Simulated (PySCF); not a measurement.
## Electronic structure of CH$_{3}$FOSi (SMILES CO[Si]F) in real space

```yaml
atoms:
  - { symbol: Si, position_ang: [1.5932, -0.9189, -0.7893] }
  - { symbol: F, position_ang: [2.0657, 0.5953, -0.3420] }
  - { symbol: O, position_ang: [0.0048, -0.8945, -0.3376] }
  - { symbol: C, position_ang: [-0.7870, 0.1027, 0.2641] }
  - { symbol: H, position_ang: [-1.2694, -0.3089, 1.1639] }
  - { symbol: H, position_ang: [-1.5785, 0.4166, -0.4342] }
  - { symbol: H, position_ang: [-0.1886, 0.9835, 0.5440] }
```

Geometry: PBE0-D3(BJ)/def2-SVP.

These are results of PBE0/pcSseg-2, SCF density, gas phase, non-relativistic (PySCF), not measurements.

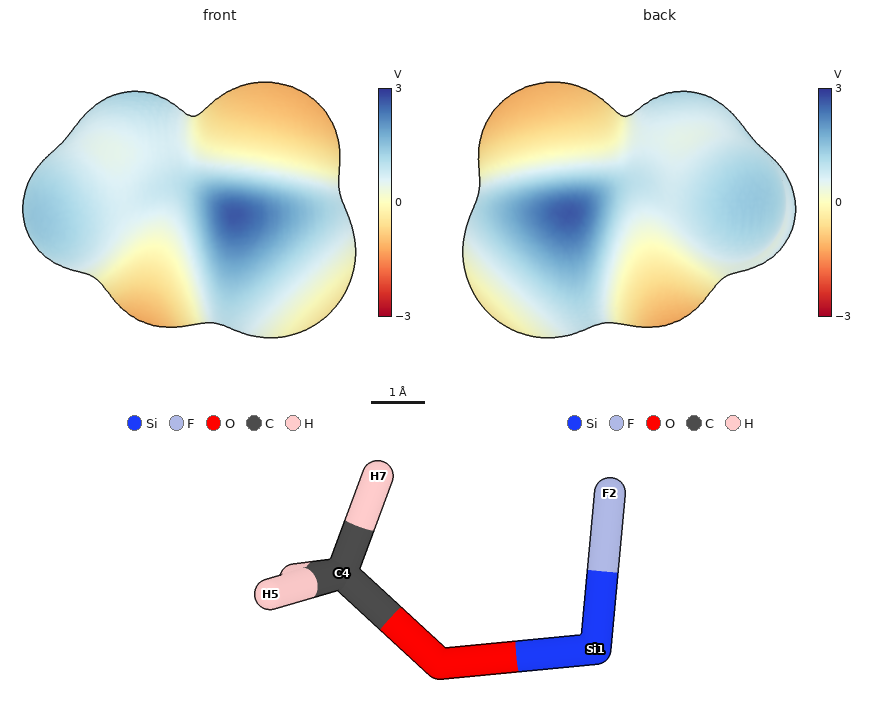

Figure 1. The molecular electrostatic potential painted on the density surface at 0.004 e/bohr³, seen from the front and from behind; the colour scale runs from red (negative) to blue (positive). The bare structure is drawn below in the same view.

> Where is the surface potential most negative and most positive?

The most negative region (about −1.1 V) lies over F2 and O3, the most positive (about +2.6 V) over Si1.

> What dipole moment does the calculation give?

Its dipole moment is 1.23 D.

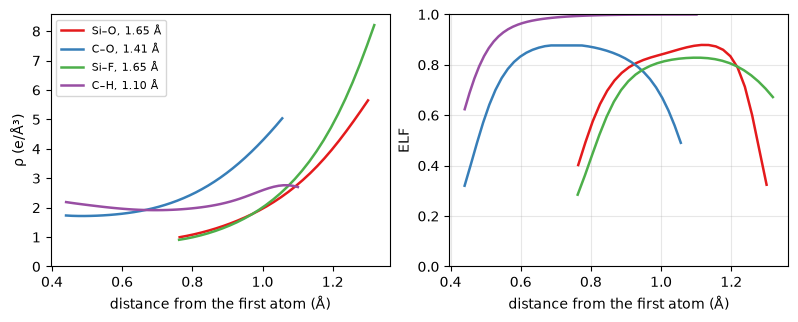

Figure 2. Total electron density and ELF along straight lines between neighbouring atoms. The curves leave out the atomic cores.

> Compare the contacts.

Si–O (1.65 Å): the density is about 1.2 e/Å³ at the midpoint; the ELF peaks at about 0.90 between the atoms; a polar covalent bond.
C–O (1.41 Å): ρ is about 2 e/Å³ halfway, with its minimum of 1.7 e/Å³ about 0.5 Å from C; the ELF peaks at about 0.90 between the atoms; a shared but strongly polarised pair.
Si–F (1.65 Å): the density is about 1.1 e/Å³ at the midpoint; the ELF peaks at about 0.85 in the valence shell of F, 0.6 Å from its nucleus, and is about 0.50 at the midpoint.
C–H (1.10 Å): ρ is about 2 e/Å³ halfway; the ELF climbs to about 1 towards the hydrogen, as it does in any bond to H; an ordinary covalent bond to hydrogen.
